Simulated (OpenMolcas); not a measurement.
# SnF4 (SMILES [F][Sn]([F])([F])[F]): levels of theory compared

We compute a comparison of 6 runs (HF/3-21G, BHLYP/def2-SVP, BLYP/def2-SVP, M06-L/def2-SVP, PBE0/def2-SVP, TPSS/def2-SVP) of SnF4. 

Program for the calculation: OpenMolcas 26.06.

### Step 1. The molecule

The species is SnF4 (5 atoms), meant as a singlet with charge 0. As SMILES, `[F][Sn]([F])([F])[F]`. The coordinates come from a PBE0-D4/def2-TZVP relaxation.

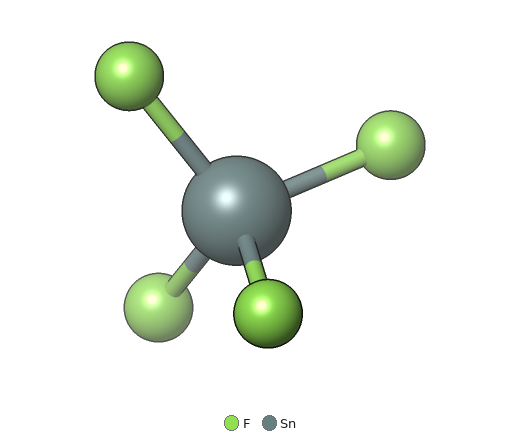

Viewed from a chosen angle; fluorine green, tin teal.

### Step 2. Energy and gradient at HF/3-21G (run 1)

Input file job.inp:

```
&gateway
  baslib=$CurrDir
  coord
  5
  angstrom
  F        0.130300      -0.871400       1.656700
  Sn       0.009900      -0.014700      -0.008300
  F       -1.285400       1.340000       0.078100
  F       -0.477600      -1.263800      -1.320800
  F        1.672500       0.736200      -0.447200
  basis=3-21G
  group=NoSym

&seward

&scf
  thresholds=1e-10 1e-07 1e-07 1e-05
  prorbitals=1

&alaska
```

The basis set 3-21G is read from a file made from the Basis Set Exchange's data (not shown).

Started as:

```bash
$ export MOLCAS_MEM=1860
$ pymolcas job.inp > job.log
```

Standard output:

```text
--- Start Module: gateway ---
[...]
--- Stop Module: gateway /rc=_RC_ALL_IS_WELL_ ---
[...]
      Basis functions           67
[...]
--- Start Module: scf ---
[...]
       Convergence after  10 Iterations
[...]
::    Total SCF energy                              -6392.0310317830
[...]
      Total spin, S                                     0.0000000000
[...]
      Total electronic charge=   86.000000
      Total            charge=   -0.000000
[...]
      Dipole Moment (debye):
      Origin of the operator (angstrom)=    0.0099   -0.0147   -0.0083
                   X= -6.2237E-04               Y=  6.3452E-04               Z=  3.0077E-06           Total=  8.8880E-04
      Quadrupole Moment (debye*angstrom):
[...]
--- Stop Module: scf /rc=_RC_ALL_IS_WELL_ ---
[...]
--- Start Module: alaska ---
[...]
 *              Molecular gradients               *
 **************************************************
  Irreducible representation: a
 ------------------------------------------------------------------------------------------
                              X                       Y                       Z
 ------------------------------------------------------------------------------------------
  F1                9.18226579462278E-04   -6.56489469356458E-03    1.27695304570068E-02
  SN2              -4.27184755755180E-05    1.54461755350020E-05   -6.76812388658641E-06
  F3               -9.91414095096133E-03    1.03629706496946E-02    6.70869803756524E-04
  F4               -3.72268945618437E-03   -9.56657302188546E-03   -1.00570347968478E-02
  F5                1.27613223032910E-02    5.75305089013511E-03   -3.37659734015539E-03
 ------------------------------------------------------------------------------------------
--- Stop Module: alaska /rc=_RC_ALL_IS_WELL_ ---
[...]
```

Wall time 6.6 s (1 thread of AMD EPYC 7R43 (Zen 3), shared host); peak memory 0.41 GiB.

### Step 3. Energy and gradient at BHLYP/def2-SVP (core potential) (run 2)

Input file job.inp:

```
* F4Sn Kohn-Sham DFT
>>> EXPORT MOLCAS_PRINT=2

&GATEWAY
 BasLib
 $CurrDir
 Coord
 5
 angstrom
 F        0.130300      -0.871400       1.656700
 Sn       0.009900      -0.014700      -0.008300
 F       -1.285400       1.340000       0.078100
 F       -0.477600      -1.263800      -1.320800
 F        1.672500       0.736200      -0.447200
 Basis
 def2-SVP
 Group
 NoSym

&SEWARD
 GridInput
 Grid=UltraFine
 End of Grid

&SCF
 KSDFT
 HYB_GGA_XC_BHANDHLYP
 Thresholds
 1e-10 1e-07 1e-07 1e-05
 PrOrbitals
 1 2

&ALASKA
```

The basis set def2-SVP is read from a file made from the Basis Set Exchange's data (not shown).

Started as:

```bash
$ export MOLCAS_MEM=1860
$ pymolcas job.inp > job.log
```

Standard output:

```text
--- Start Module: gateway ---
[...]
--- Stop Module: gateway /rc=_RC_ALL_IS_WELL_ ---
[...]
      Basis functions           82
[...]
--- Start Module: scf ---
[...]
       Convergence after  12 Iterations
[...]
::    Total KS-DFT energy                            -613.2099548393
[...]
      Total spin, S                                     0.0000000000
[...]
      Total electronic charge=   58.000000
      Total            charge=   -0.000000
[...]
      Dipole Moment (debye):
      Origin of the operator (angstrom)=    0.0099   -0.0147   -0.0083
                   X= -5.8310E-04               Y=  5.4521E-04               Z= -8.9183E-06           Total=  7.9834E-04
      Quadrupole Moment (debye*angstrom):
[...]
--- Stop Module: scf /rc=_RC_ALL_IS_WELL_ ---
[...]
--- Start Module: alaska ---
[...]
 *              Molecular gradients               *
 **************************************************
  Irreducible representation: a
 ------------------------------------------------------------------------------------------
                              X                       Y                       Z
 ------------------------------------------------------------------------------------------
  F1               -4.62621276492436E-04    3.28180236273923E-03   -6.37021801681215E-03
  SN2              -4.08967592440653E-05    1.14453780441235E-07   -2.86457451643623E-06
  F3                4.97532230128428E-03   -5.20506462621739E-03   -3.24462829278227E-04
  F4                1.87957193266275E-03    4.79657314370918E-03    5.02857868380957E-03
  F5               -6.35137619821435E-03   -2.87342533407298E-03    1.66896673690431E-03
 ------------------------------------------------------------------------------------------
--- Stop Module: alaska /rc=_RC_ALL_IS_WELL_ ---
[...]
```

It took 23 s on 1 thread of AMD EPYC 7R43 (Zen 3), shared host; peak memory 0.46 GiB.

### Step 4. Energy and gradient at BLYP/def2-SVP (core potential) (run 3)

Input file job.input:

```
* F4Sn Kohn-Sham DFT
&GATEWAY
BASLIB=$CurrDir
BASISSET
F.def2-SVP....
F1 0.130300 -0.871400 1.656700 angstrom
F3 -1.285400 1.340000 0.078100 angstrom
F4 -0.477600 -1.263800 -1.320800 angstrom
F5 1.672500 0.736200 -0.447200 angstrom
End of Basis
BASISSET
Sn.def2-SVP....
Sn2 0.009900 -0.014700 -0.008300 angstrom
End of Basis
&SEWARD
GRIDINPUT
Grid=UltraFine
End of Grid
&SCF
KSDFT=BLYP
THRESHOLDS=1e-10 1e-07 1e-07 1e-05
PRORBITALS=1 1
&ALASKA
```

The basis set def2-SVP is read from a file made from the Basis Set Exchange's data (not shown).

Started as:

```bash
$ export MOLCAS_MEM=1860
$ pymolcas job.input > job.log
```

Standard output:

```text
--- Start Module: gateway ---
[...]
--- Stop Module: gateway /rc=_RC_ALL_IS_WELL_ ---
[...]
      Basis functions           82
[...]
--- Start Module: scf ---
[...]
       Convergence after  15 Iterations
[...]
::    Total KS-DFT energy                            -613.3506806817
[...]
      Total spin, S                                     0.0000000000
[...]
      Total electronic charge=   58.000000
      Total            charge=   -0.000000
[...]
      Dipole Moment (debye):
      Origin of the operator (angstrom)=    0.0099   -0.0147   -0.0083
                   X= -4.9547E-04               Y=  4.5357E-04               Z= -9.5812E-06           Total=  6.7180E-04
      Quadrupole Moment (debye*angstrom):
[...]
--- Stop Module: scf /rc=_RC_ALL_IS_WELL_ ---
[...]
--- Start Module: alaska ---
[...]
 *              Molecular gradients               *
 **************************************************
  Irreducible representation: a
 ------------------------------------------------------------------------------------------
                              X                       Y                       Z
 ------------------------------------------------------------------------------------------
  F1               -2.16108577265550E-03    1.53830007773408E-02   -2.98889046992912E-02
  F3                2.32743936466342E-02   -2.43395101153894E-02   -1.54616727480361E-03
  F4                8.76597058961792E-03    2.24459117007108E-02    2.35669605924045E-02
  F5               -2.98363862324003E-02   -1.34755822074535E-02    7.86840781840681E-03
  SN2              -4.28922311944903E-05   -1.38201551187894E-05   -2.96436757653453E-07
 ------------------------------------------------------------------------------------------
--- Stop Module: alaska /rc=_RC_ALL_IS_WELL_ ---
[...]
```

Wall time 26 s (1 thread of AMD EPYC 7R43 (Zen 3), shared host); peak memory 0.45 GiB.

Runs 4 to 5 aren't shown in full; the table further down has their settings and results.

### Step 5. Energy and forces at TPSS/def2-SVP (core potential) (run 6)

Input file run.inp:

```
&GATEWAY
 BasLib=$CurrDir
 BasisSet
 F.def2-SVP....
 F1 0.130300 -0.871400 1.656700 angstrom
 F3 -1.285400 1.340000 0.078100 angstrom
 F4 -0.477600 -1.263800 -1.320800 angstrom
 F5 1.672500 0.736200 -0.447200 angstrom
 End of Basis
 BasisSet
 Sn.def2-SVP....
 Sn2 0.009900 -0.014700 -0.008300 angstrom
 End of Basis

&SEWARD
 GridInput
 Grid=UltraFine
 End of Grid

&SCF
 KSDFT=2
 1.0 MGGA_X_TPSS
 1.0 MGGA_C_TPSS
 Thresholds=1e-10 1e-07 1e-07 1e-05
 PrOrbitals=0

&ALASKA
```

The basis set def2-SVP is read from a file made from the Basis Set Exchange's data (not shown).

Started as:

```bash
$ export MOLCAS_MEM=1860
$ pymolcas run.inp > run.log
```

Standard output:

```text
--- Start Module: gateway ---
[...]
--- Stop Module: gateway /rc=_RC_ALL_IS_WELL_ ---
[...]
      Basis functions           82
[...]
--- Start Module: scf ---
[...]
       Convergence after  15 Iterations
[...]
::    Total KS-DFT energy                            -613.3694527745
[...]
      Total spin, S                                     0.0000000000
[...]
      Total electronic charge=   58.000000
      Total            charge=   -0.000000
[...]
      Dipole Moment (debye):
      Origin of the operator (angstrom)=    0.0099   -0.0147   -0.0083
                   X= -5.0803E-04               Y=  4.6966E-04               Z= -7.9100E-06           Total=  6.9190E-04
      Quadrupole Moment (debye*angstrom):
[...]
--- Stop Module: scf /rc=_RC_ALL_IS_WELL_ ---
[...]
--- Start Module: alaska ---
[...]
 *              Molecular gradients               *
 **************************************************
  Irreducible representation: a
 ------------------------------------------------------------------------------------------
                              X                       Y                       Z
 ------------------------------------------------------------------------------------------
  F1               -1.71321286201587E-03    1.21928778746909E-02   -2.36847049357110E-02
  F3                1.84477623610526E-02   -1.92920404259347E-02   -1.22649244289663E-03
  F4                6.95500127293958E-03    1.77968821136822E-02    1.86830331431764E-02
  F5               -2.36421234453275E-02   -1.06769294557516E-02    6.23681561076506E-03
  SN2              -4.74273266172491E-05   -2.07901067276188E-05   -8.65137536580556E-06
 ------------------------------------------------------------------------------------------
--- Stop Module: alaska /rc=_RC_ALL_IS_WELL_ ---
[...]
```

Wall time 33 s (1 thread of AMD EPYC 7R43 (Zen 3), shared host); peak memory 0.45 GiB.

### Step 6. Overview of the runs

```csv
run,level,integration grid,energy (Eh),dipole moment (D),HOMO energy (eV),LUMO energy (eV),wall time
1,HF/3-21G,–,-6392.031032,0.00,-16.41,1.08,6.6 s
2,BHLYP/def2-SVP (core potential),UltraFine,-613.209955,0.00,-14.27,-2.48,23 s
3,BLYP/def2-SVP (core potential),UltraFine,-613.350681,0.00,-9.64,-4.24,26 s
4,M06-L/def2-SVP (core potential),UltraFine,-613.556774,0.00,-10.46,-4.12,33 s
5,PBE0/def2-SVP (core potential),UltraFine,-613.056998,0.00,-12.10,-3.44,26 s
6,TPSS/def2-SVP (core potential),UltraFine,-613.369453,0.00,-9.99,-4.22,33 s
```

### Step 7. Outcome

```
                       quantity          value
            run 6: total energy  -613.36945 Eh
           run 6: dipole moment         0.00 D
             run 6: HOMO energy       -9.99 eV
             run 6: LUMO energy       -4.22 eV
           run 6: HOMO–LUMO gap        5.77 eV
run 6: largest force on an atom     1.374 eV/Å
```

The HOMO–LUMO gap runs from 5.40 eV (BLYP/def2-SVP) to 17.49 eV (HF/3-21G). The two ends differ in method and basis and core potential. Totals of different functionals can't be ranked against each other. Some runs of one species differ in core potentials or relativity; totals across that change don't compare. In run 1 relativity is left out where basis or elements ask for it. All runs together took 2.4 min, the longest 33 s.
